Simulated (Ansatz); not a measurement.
**Cl2 (chlorine): levels of theory compared**

We compute a comparison of 6 runs (UHF/STO-3G, CAM-B3LYP/STO-3G, PBE/STO-3G, UB3LYP/STO-3G, r2SCAN/STO-3G, r2SCAN0/STO-3G) of Cl2 (chlorine). 

The calculation is run with Ansatz 0.2.0.

16 further runs of the same task are left out: 3 that didn't finish, 13 set aside as unsound or not needed.

## Step 1: The system as given

Cl2 has 2 atoms, charge 0, and is taken as a singlet. SMILES: `ClCl`. The Cl2–Cl1 distance was set to 3.965 Å, away from the relaxed value.

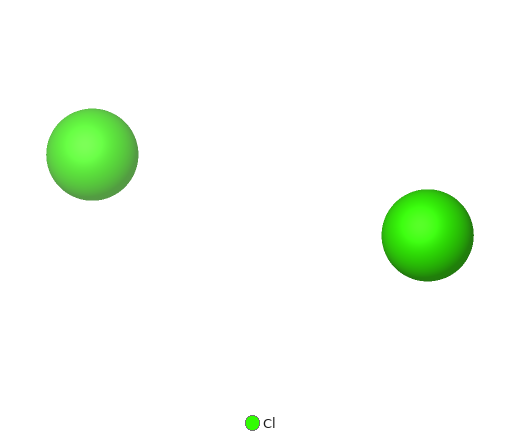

Viewed from a chosen angle; chlorine green.

## Step 2: A single-point energy at UHF/STO-3G (run 1)

input.yaml reads:

```yaml
basis:
  gaussian: {orbitals: STO-3G}
crystal:
  periodic: [false, false, false]
  atoms:
    - symbol: Cl
      position_ang: [2.537033, -0.844788, 1.300781]
    - symbol: Cl
      position_ang: [-0.845690, 0.281600, -0.433600]
magnetization: {spin_polarized: true, initial_magnetization: 0}
hamiltonian: {xc: hf}
accuracy: high
```

On the command line:

```sh
$ ansatz run input.yaml --threads 1 --pin off --max-ram 3480MiB --events-out events.jsonl --progress --plain --runs-dir runs
```

What it wrote:

```text
Warning: RAYON_NUM_THREADS=1 ignored (pool sized by the plan → 1); use --threads N
Functional definition: HF
  name "HF"
  exchange = exact_x
  correlation = 0
267 factors; integrals over basis functions are off by at most 4.0e-9 eV
mean field evaluation 1: about -24731.7666 eV, gradient 8.9e-1 eV
mean field evaluation 2: about -24731.7697 eV, gradient 8.9e-1 eV
mean field evaluation 4: about -24731.7750 eV, gradient 9.3e-5 eV
mean field evaluation 8: about -24731.7750 eV, gradient 1.4e-9 eV
mean field evaluation 16: about -24737.4419 eV, gradient 5.6e-2 eV
mean field evaluation 32: about -24735.9378 eV, gradient 7.4e0 eV
mean field evaluation 64: about -24737.4521 eV, gradient 4.0e-4 eV
mean field evaluation 96: about -24737.4412 eV, gradient 1.5e-2 eV
mean field evaluation 128: about -24737.4519 eV, gradient 2.3e-2 eV
mean field -24737.45190104 eV, -909.0845897162 hartree, gradient 9.0e-9 eV, S^2 1.000000; 7 other end points of the search recorded, 0 dependent functions left out
reference -24737.45190104 eV, -909.0845897162 hartree; 17, 17 occupied and 1, 1 virtual orbitals, 267 factors
Total energy: -24737.45190104 eV, -909.0845897162 hartree
```

Wall time 0.42 s (1 thread of Arm Neoverse V1, shared host).

## Step 3: A single-point energy at CAM-B3LYP/STO-3G (run 2)

input.yaml reads:

```yaml
basis:
  gaussian:
    orbitals: STO-3G
crystal:
  periodic: [false, false, false]
  atoms:
    - symbol: Cl
      position_ang: [2.537033, -0.844788, 1.300781]
    - symbol: Cl
      position_ang: [-0.845690, 0.281600, -0.433600]
hamiltonian:
  xc: {name: CAM-B3LYP}
accuracy: high
```

On the command line:

```sh
$ ansatz run input.yaml --threads 1 --pin off --max-ram 3480MiB --events-out events.jsonl --progress --plain --runs-dir runs
```

What it wrote:

```text
Warning: RAYON_NUM_THREADS=1 ignored (pool sized by the plan → 1); use --threads N
Functional definition: CAM-B3LYP
  name "CAM-B3LYP"
  parameter alpha = 0.19
  parameter beta = 0.46
  parameter omega = 0.33/bohr
  parameter ac = 0.81
  exchange = (1 - alpha - beta)*b88_x + beta*b88_x_sr(omega) + alpha*exact_x + beta*exact_x_lr(omega)
  correlation = (1 - ac)*vwn5_c + ac*lyp_c
267 factors; integrals over basis functions are off by at most 4.0e-9 eV
107 factors; integrals over basis functions are off by at most 1.7e-9 eV
mean field evaluation 1: about -24765.7420 eV, gradient 6.0e-1 eV
mean field evaluation 2: about -24765.7435 eV, gradient 2.8e-2 eV
mean field evaluation 4: about -24765.7444 eV, gradient 8.9e-4 eV
mean field evaluation 8: about -24765.7444 eV, gradient 5.0e-6 eV
mean field evaluation 16: about -24765.5997 eV, gradient 2.9e-1 eV
mean field -24765.74441472 eV, -910.1243204166 hartree, gradient 9.6e-11 eV, S^2 0.000000; 2 other end points of the search recorded, 0 dependent functions left out
reference -24765.74442729 eV, -910.1243208783 hartree; 17, 17 occupied and 1, 1 virtual orbitals, 267 factors
Total energy: -24765.74442729 eV, -910.1243208783 hartree
```

Run time: 0.74 s. Hardware: 1 thread of Arm Neoverse V1, shared host.

Runs 3 to 4 aren't shown in full; the table further down has their settings and results.

## Step 4: A single-point energy at r2SCAN/STO-3G (run 5)

in.yaml reads:

```yaml
basis:
  gaussian: {orbitals: STO-3G}
crystal:
  periodic: [false, false, false]
  atoms:
    - {symbol: Cl, position_ang: [2.537033, -0.844788, 1.300781]}
    - {symbol: Cl, position_ang: [-0.845690, 0.281600, -0.433600]}
total_charge: 0
hamiltonian: {xc: r2scan}
accuracy: high
```

On the command line:

```sh
$ ansatz run in.yaml --threads 1 --pin off --max-ram 3480MiB --events-out events.jsonl --progress --plain --runs-dir runs
```

What it wrote, shortened:

```text
Warning: RAYON_NUM_THREADS=1 ignored (pool sized by the plan → 1); use --threads N
Functional definition: r2SCAN
  name "r2SCAN"
[...]
267 factors; integrals over basis functions are off by at most 4.0e-9 eV
[...]
mean field -24767.11489590 eV, -910.1746846708 hartree, gradient 5.2e-10 eV, S^2 0.000000; 14 other end points of the search recorded, 0 dependent functions left out
reference -24767.11489614 eV, -910.1746846796 hartree; 17, 17 occupied and 1, 1 virtual orbitals, 267 factors
Total energy: -24767.11489614 eV, -910.1746846796 hartree
```

Wall time 12 s (1 thread of Arm Neoverse V1, shared host); peak memory 0.11 GiB.

## Step 5: The energy at r2SCAN0/STO-3G (run 6)

in.yaml reads:

```yaml
crystal:
  periodic: [false, false, false]
  atoms:
    - {symbol: Cl, position_ang: [2.537033, -0.844788, 1.300781]}
    - {symbol: Cl, position_ang: [-0.845690, 0.281600, -0.433600]}
basis:
  gaussian:
    orbitals: STO-3G
hamiltonian:
  xc: {name: r2SCAN0}
accuracy: high
```

On the command line:

```sh
$ ansatz run in.yaml --threads 1 --pin off --max-ram 3480MiB --events-out events.jsonl --progress --plain --runs-dir runs
```

What it wrote:

```text
Warning: RAYON_NUM_THREADS=1 ignored (pool sized by the plan → 1); use --threads N
Functional definition: r2SCAN0
  name "r2SCAN0"
  parameter a = 0.25
  parameter k0 = 0.174
  parameter k1 = 0.065
  parameter a1 = 4.9479
  exchange = (1 - a)*r2scan_x(k0 = k0, k1 = k1, a1 = a1) + a*exact_x
  correlation = r2scan_c
267 factors; integrals over basis functions are off by at most 4.0e-9 eV
mean field evaluation 1: about -24767.0470 eV, gradient 3.9e-1 eV
mean field evaluation 2: about -24767.0471 eV, gradient 1.5e-2 eV
mean field evaluation 4: about -24767.0523 eV, gradient 8.1e-3 eV
mean field evaluation 8: about -24767.0523 eV, gradient 3.0e-6 eV
mean field evaluation 16: about -24766.7777 eV, gradient 6.5e-1 eV
mean field evaluation 32: about -24767.0399 eV, gradient 1.9e-1 eV
mean field -24767.05227666 eV, -910.1723834563 hartree, gradient 1.9e-10 eV, S^2 0.000000; 9 other end points of the search recorded, 0 dependent functions left out
reference -24767.05227685 eV, -910.1723834634 hartree; 17, 17 occupied and 1, 1 virtual orbitals, 267 factors
Total energy: -24767.05227685 eV, -910.1723834634 hartree
```

Run time: 8.4 s. Hardware: 1 thread of Arm Neoverse V1, shared host; peak memory 0.11 GiB.

## Step 6: Overview of the runs

| run | level | energy (Eh) | wall time |
| --- | --- | --- | --- |
| 1 | UHF/STO-3G | -909.084590 | 0.42 s |
| 2 | CAM-B3LYP/STO-3G | -910.124321 | 0.74 s |
| 3 | PBE/STO-3G | -909.792517 | 2.5 s |
| 4 | UB3LYP/STO-3G | -910.236658 | 11 s |
| 5 | r2SCAN/STO-3G | -910.174685 | 12 s |
| 6 | r2SCAN0/STO-3G | -910.172383 | 8.4 s |

## Step 7: Outcome

| quantity | value |
| --- | --- |
| run 6: total energy | -910.17238 Eh |

What this shows: Totals of different functionals can't be ranked against each other. In runs 1, 2, 3, 4, 5, 6 the basis is minimal, so the values are rough. In runs 2, 3, 5, 6 a closed-shell determinant meets a far-stretched bond, which it describes badly. Spin contamination of the reference: run 1 ⟨S²⟩ = 1.00, run 4 ⟨S²⟩ = 1.00. Where it is this large, the reference is a mixture of spin states, and values that rest on it are in doubt. All runs together took 34 s, the longest 12 s.
